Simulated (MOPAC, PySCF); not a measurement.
Breaking a bond: Al₂, triplet.

Computed with: UKS-B3LYP/6-311+G** = PySCF with unrestricted B3LYP/6-311+G**, spherical d; UKS-TPSSh = unrestricted TPSSh/6-31G (PySCF 2.14.0); UKS-BP86/6-31G* = unrestricted BP86/6-31G*, spherical d run with PySCF; PM7, unrestricted, heats of formation (MOPAC); UMP2 = PySCF with MP2 on UHF/6-31G, 10 core orbitals frozen.

Energies are in eV, each relative to the lowest point of its own curve near equilibrium.

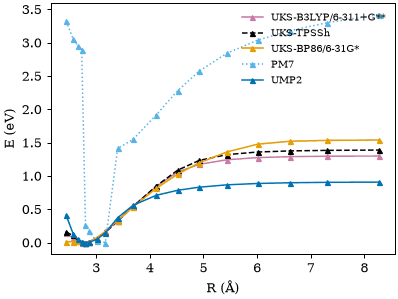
*Energy against bond length for each method.*

```
R / Å  UKS-B3LYP/6-311+G**  UKS-TPSSh  UKS-BP86/6-31G*    PM7   UMP2
-----  -------------------  ---------  ---------------  -----  -----
2.44                 0.138      0.158            0.015  3.320  0.409
2.57                 0.072      0.107            0.012  3.059  0.133
2.66                 0.017      0.034            0.021  2.953  0.048
2.73                 0.000      0.007            0.002  2.896  0.014
2.80                 0.000      0.000            0.000  0.270  0.000
2.86                 0.012      0.006            0.010  0.167  0.002
3.01                 0.072      0.059            0.069  0.021  0.047
3.17                 0.168      0.153            0.165  0.000  0.145
3.40                 0.332      0.320            0.328  1.413  0.373
3.69                 0.548      0.543            0.537  1.550  0.561
4.12                 0.842      0.849            0.815  1.918  0.710
4.52                 1.060      1.087            1.027  2.279  0.785
4.92                 1.174      1.233            1.197  2.573  0.831
5.44                 1.243      1.320            1.361  2.842  0.867
6.01                 1.275      1.359            1.477  3.037  0.887
6.62                 1.290      1.376            1.521  3.181  0.898
7.30                 1.296      1.384            1.534  3.298  0.904
8.28                 1.299      1.389            1.539  3.422  0.908
```

At the longest distance, 8.28 Å, PM7 lies highest above its minimum (3.422 eV) and UMP2 lowest (0.908 eV).

The scan ran from 2.05 to 8.28 Å; beyond the distances shown one of the unrestricted levels run for this scan, shown here or not, changes its spin distribution in one step. The unrestricted determinant behind UMP2 is spin-contaminated at 2.44 Å (<S²> up to 2.2, against 2.00 for a pure triplet).
